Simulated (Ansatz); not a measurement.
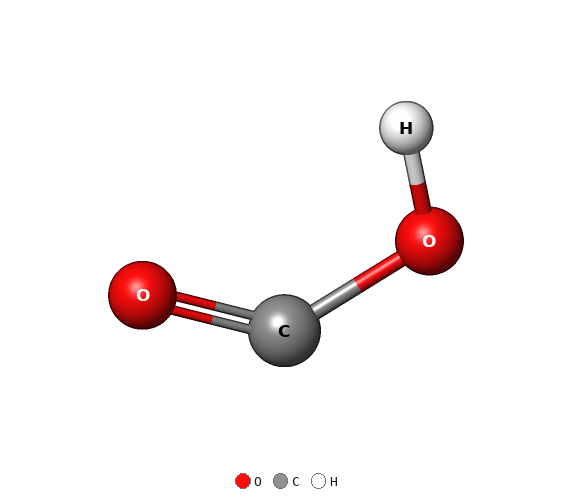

Source: calculation with Ansatz.

The structure as it stands in the input.

Input file:

```yaml
crystal:
  periodic: [false, false, false]
  atoms:
    - {symbol: O, position_ang: [0.047668, 0.326438, 1.340467]}
    - {symbol: C, position_ang: [0.481200, -0.303351, 0.443383]}
    - {symbol: O, position_ang: [0.134931, -0.348152, -0.825306]}
    - {symbol: H, position_ang: [-0.608299, 0.264766, -0.978846]}
basis:
  gaussian: {orbitals: def2-TZVPP}
magnetization: {spin_polarized: true, initial_magnetization: 1}
correlation: {method: ccsd_t}
scf: {omitted_lower_state_checks: [cluster_reference]}
```

Result:

```
Functional definition: HF
  name "HF"
  cite "Fock, Z. Phys. 61, 126 (1930) doi:10.1007/BF01340294"
  parent pbe
  exchange = exact_x
  correlation = 0
these checks for a lower state are left out or cut short: cluster_reference
692 factors; integrals over basis functions are off by at most 1.1e-3 eV
mean field evaluation 1: about -5118.7873 eV, gradient 2.7e1 eV
mean field evaluation 2: about -5118.7912 eV, gradient 2.7e1 eV
mean field evaluation 4: about -5121.4982 eV, gradient 3.2e0 eV
mean field evaluation 8: about -5121.5952 eV, gradient 3.3e-1 eV
mean field evaluation 16: about -5121.6000 eV, gradient 2.6e-6 eV
mean field -5121.59997272 eV, -188.2153274524 hartree, gradient 2.6e-6 eV, S^2 0.762752; 0 other end points of the search recorded, 0 dependent functions left out
3 core orbitals not correlated: weight in the atoms' cores, before any rotation towards them, 1.000 or more for the frozen orbitals, at most 0.000 for the correlated occupied ones
reference -5121.59997272 eV, -188.2153274524 hartree; 9, 8 occupied and 95, 96 virtual orbitals, 692 factors
second order -16.18757476 eV of doubles, -0.00000000 eV of singles
cycle   1  -15.73696096 eV  change    4.5e-1 eV  update   1.1e-1
cycle   2  -16.18980917 eV  change   -4.5e-1 eV  update   3.5e-2
cycle   3  -16.31256403 eV  change   -1.2e-1 eV  update   2.2e-2
cycle   4  -16.30080083 eV  change    1.2e-2 eV  update   7.8e-3
cycle   5  -16.29948152 eV  change    1.3e-3 eV  update   4.3e-3
cycle   6  -16.30188838 eV  change   -2.4e-3 eV  update   1.7e-3
cycle   7  -16.30224069 eV  change   -3.5e-4 eV  update   8.4e-4
cycle   8  -16.30249405 eV  change   -2.5e-4 eV  update   3.0e-4
cycle   9  -16.30249463 eV  change   -5.8e-7 eV  update   1.3e-4
cycle  10  -16.30241914 eV  change    7.5e-5 eV  update   5.5e-5
cycle  11  -16.30247955 eV  change   -6.0e-5 eV  update   2.4e-5
cycle  12  -16.30247233 eV  change    7.2e-6 eV  update   8.8e-6
perturbative correction -0.70463092 eV, -0.0258947088 hartree
Total energy: -5138.60707597 eV, -188.8403269691 hartree
Checks for a lower state left out: cluster_reference
```
